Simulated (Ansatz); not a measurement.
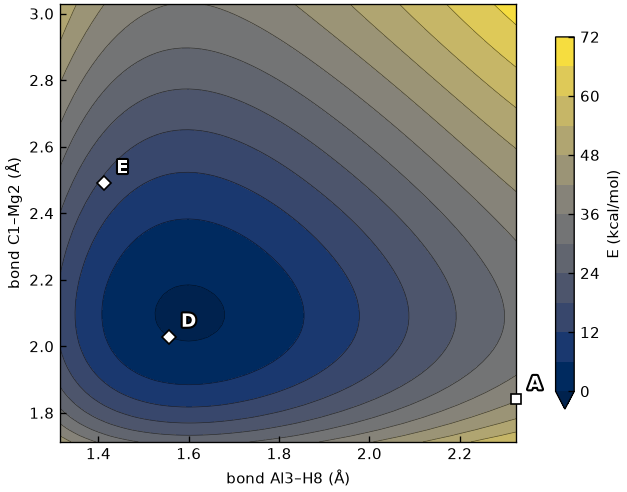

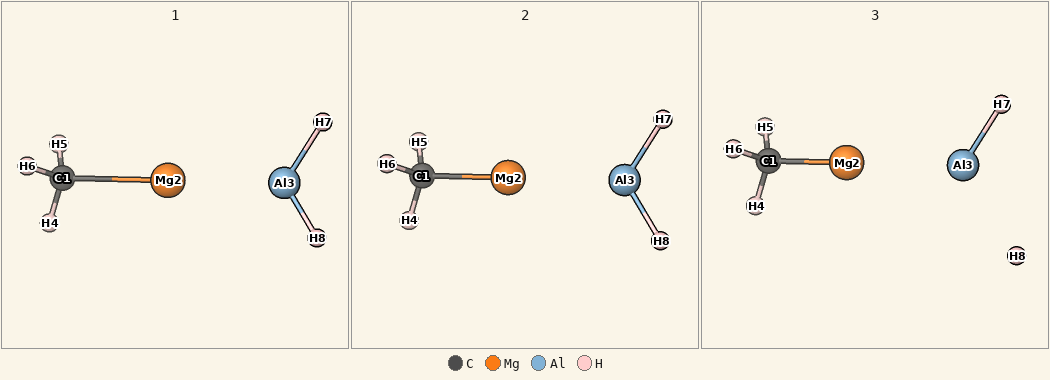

CH₅AlMg. Two internal coordinates are moved rigidly from the geometry relaxed at PBE0-D4/def2-TZVP, all others fixed. Coordinates scanned: (1) bond Al3–H8; (2) bond C1–Mg2. The scan uses a 7 × 7 grid. Points are written as (first, second). All energies are given in kcal/mol relative to the lowest grid point. Level of theory: RHF-CCSD(T), frozen core/def2-TZVPP in Ansatz 0.2.0.

The picture shows filled contours, lettered points. Between grid points the surface is interpolated. The numbered pictures are the structures at these points, in random order.

**Which structure belongs to which point?**

A is structure 3: (2.325 Å, 1.841 Å), 41.4 kcal/mol; D is structure 2: (1.557 Å, 2.029 Å), 0.0 kcal/mol; E is structure 1: (1.413 Å, 2.490 Å), 16.8 kcal/mol.
